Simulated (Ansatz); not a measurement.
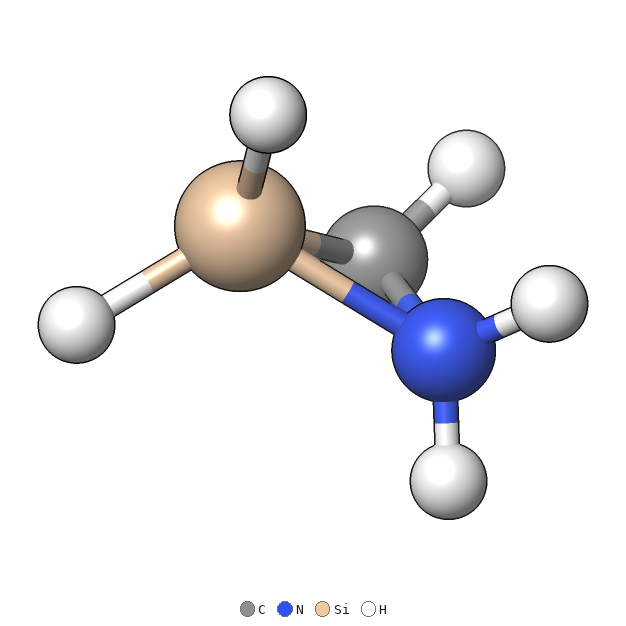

Ball-and-stick drawing of a structure.

The geometry was computed by an optimisation with PBE0-D4/def2-TZVP. No frequency run is at hand to confirm it as a minimum.

What does the picture show?

Formula CH5NSi. The point group is C1. Coordination, clear cases only: 1 C trigonal pyramidal.

More results for the same structure follow; atom numbers are the same in all pictures, views and colours differ.

## Shape

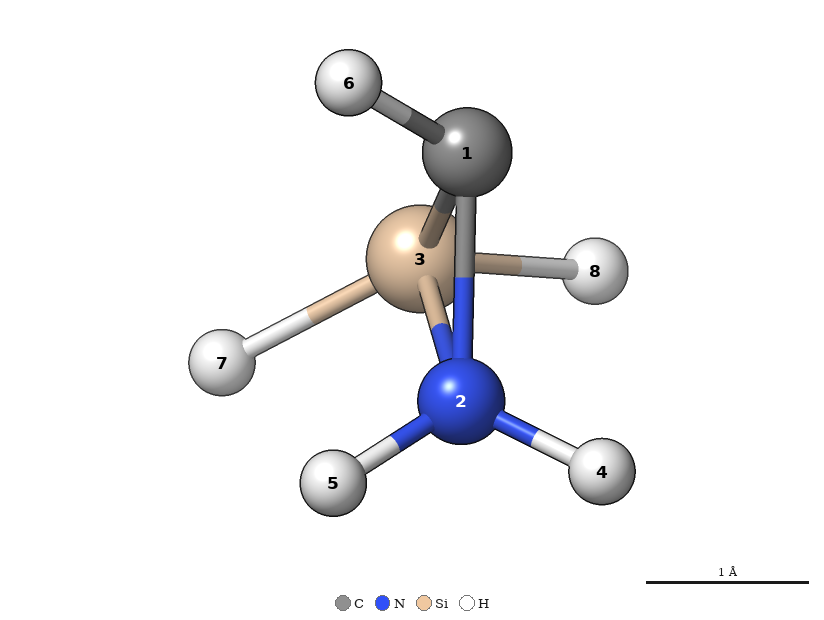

No frequency run is at hand to confirm it as a minimum.

Estimate the angles C1–N2–Si3, C1–N2–H5, C1–Si3–N2, C1–Si3–H7, C1–Si3–H8, N2–C1–Si3, N2–Si3–H7, N2–Si3–H8, Si3–C1–H6, Si3–N2–H4, Si3–N2–H5, H4–N2–H5.

| angle | degrees |
| --- | --- |
| C1–N2–Si3 | 62.1 |
| C1–N2–H5 | 121.1 |
| C1–Si3–N2 | 50.4 |
| C1–Si3–H7 | 129.9 |
| C1–Si3–H8 | 121.4 |
| N2–C1–Si3 | 67.5 |
| N2–Si3–H7 | 103.7 |
| N2–Si3–H8 | 117.8 |
| Si3–C1–H6 | 126.9 |
| Si3–N2–H4 | 123.7 |
| Si3–N2–H5 | 117.4 |
| H4–N2–H5 | 110.8 |

## Electronic properties

No frequency run is at hand to confirm it as a minimum. Level of theory: RHF-CCSD(T), frozen core/def2-TZVPP (Ansatz 0.2.0).

Estimate the T1 diagnostic.

0.016.

## Dipole moment

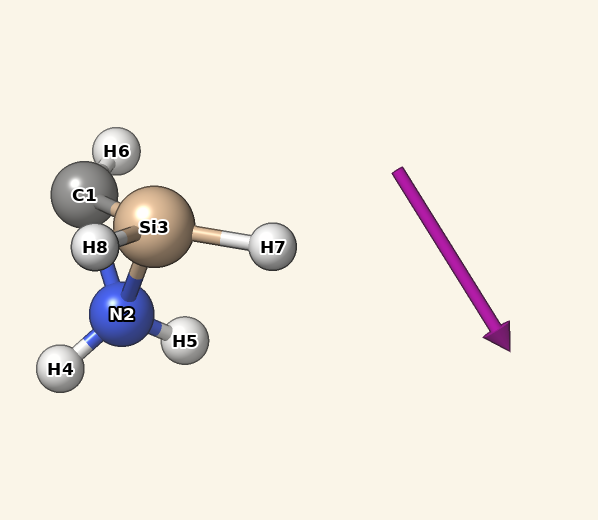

The arrow beside the molecule shows the direction of the dipole moment, from the negative to the positive end (its length means nothing). No frequency run is at hand to confirm it as a minimum. Properties computed with RKS PBE0-D4/def2-TZVP (Ansatz 0.2.0).

How large is the dipole moment?

2.97 D; it points from the side of C1, H6 to the side of H5 (the outermost atoms at the two ends).

## Charges

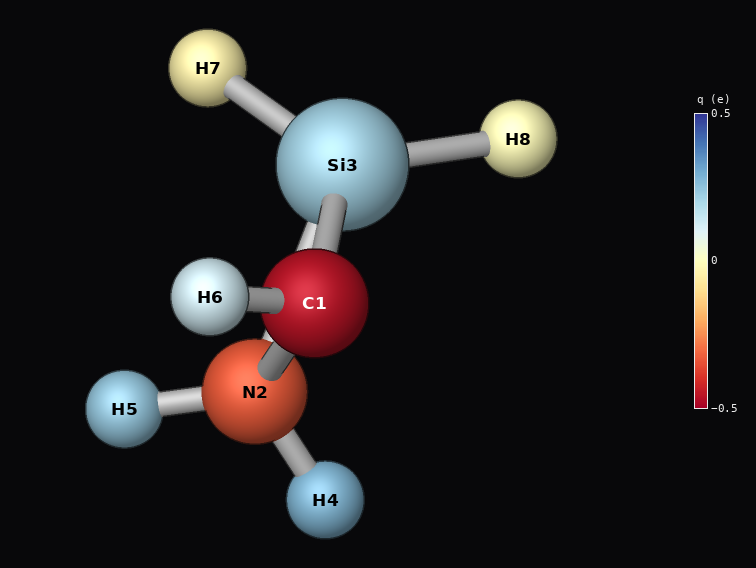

Atoms are coloured by their Mulliken charges. No frequency run is at hand to confirm it as a minimum. Properties computed with RKS PBE0-D4/def2-TZVP (Ansatz 0.2.0).

Give the Mulliken charges atom by atom.

| atom | value (e) |
| --- | --- |
| C1 | −0.46 |
| N2 | −0.33 |
| Si3 | 0.21 |
| H4 | 0.27 |
| H5 | 0.23 |
| H6 | 0.12 |
| H7 | −0.04 |
| H8 | −0.01 |

Mulliken values depend strongly on the basis set and can even reverse the polarity of a bond.
